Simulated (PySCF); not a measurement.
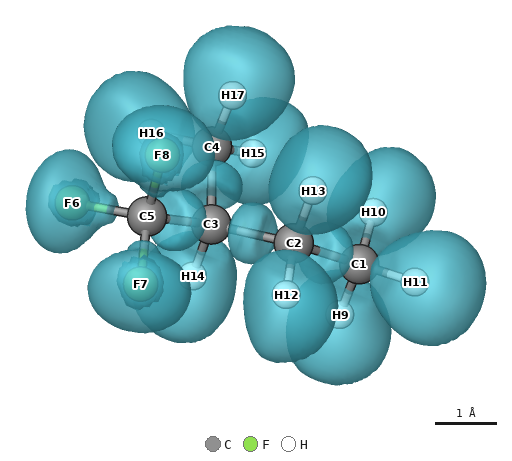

*C5H9F3. Isosurface of the ELF at 0.75 (cyan), seen at an oblique angle. Only the valence region is drawn (cores and ρ < 0.01 e/Å³ removed).*

Geometry: GFN2-xTB, NEB image 0 of 0 to 8.

Computed with PBE0/pcSseg-1, SCF density, gas phase, non-relativistic in PySCF.

```csv
atom,x (Å),y (Å),z (Å)
C,2.0948,-0.0273,-0.0423
C,0.7522,0.1434,-0.7416
C,-0.4102,0.3064,0.2467
C,-0.6828,-0.9536,1.0660
C,-1.6695,0.6735,-0.5261
F,-2.7247,0.8788,0.2803
F,-1.5246,1.8040,-1.2385
F,-2.0403,-0.2769,-1.3976
H,2.2812,0.8012,0.6373
H,2.1308,-0.9548,0.5224
H,2.8925,-0.0507,-0.7800
H,0.7952,1.0292,-1.3792
H,0.5560,-0.7201,-1.3805
H,-0.2076,1.1498,0.9159
H,0.1641,-1.1710,1.7090
H,-1.5622,-0.8174,1.6917
H,-0.8519,-1.8023,0.4066
```

Question: Describe the localisation domains.

Answer: At this value the surface marks out four regions between bonded C–C atoms (shared pairs), nine regions around hydrogen nuclei and three regions on F in which the atom's valence shell and bonds are merged. Profiles from the grid: C–F (1.34 Å): the ELF peaks at about 0.85 between the atoms (a polar covalent bond). C–C (1.52 Å): the ELF peaks at about 1 between the atoms: localised, covalent bonding.
